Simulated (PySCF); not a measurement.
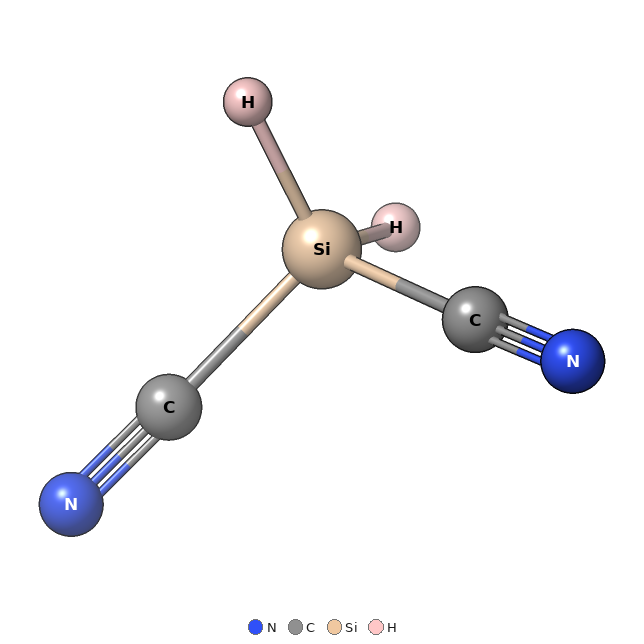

Atoms fade into the background with distance from the viewer. Computed geometry: PBE0-D3(BJ)/def2-SVP optimisation. No frequency run is at hand to confirm it as a minimum.

**Which symmetry elements does this geometry have?**

It has 1 C2 axis and 2 mirror planes, so the point group is C2v. The group has 4 operations. The geometry is achiral, and symmetry allows a dipole moment.
